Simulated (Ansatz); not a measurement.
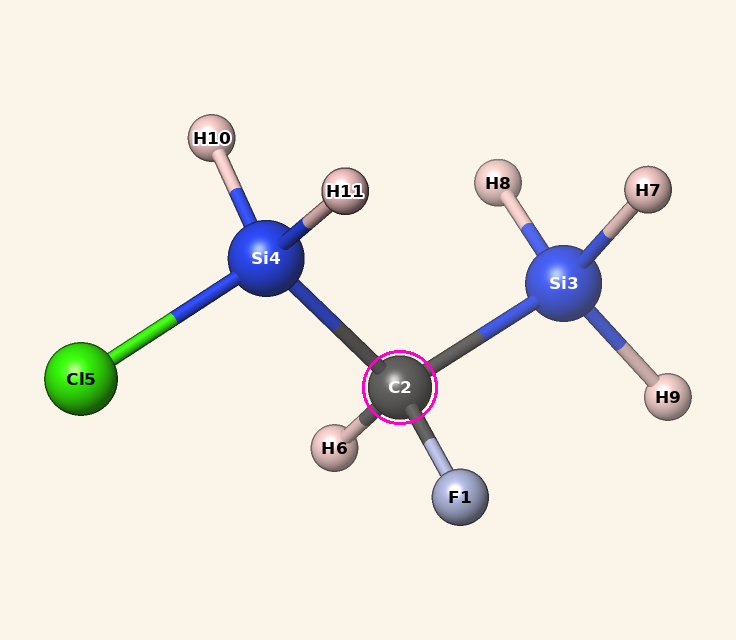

Distant atoms are faded towards the background colour. Circles mark the stereogenic atoms. The computed structure is the end point of a PBE0-D4/def2-TZVP optimisation. No frequency run is at hand to confirm it as a minimum.

What are the Cahn–Ingold–Prelog descriptors?

Answer. C2: R (priorities Si4 > Si3 > F1 > H6).

Give a SMILES with the stereochemistry.

Answer. F[C@H]([SiH3])[SiH2]Cl
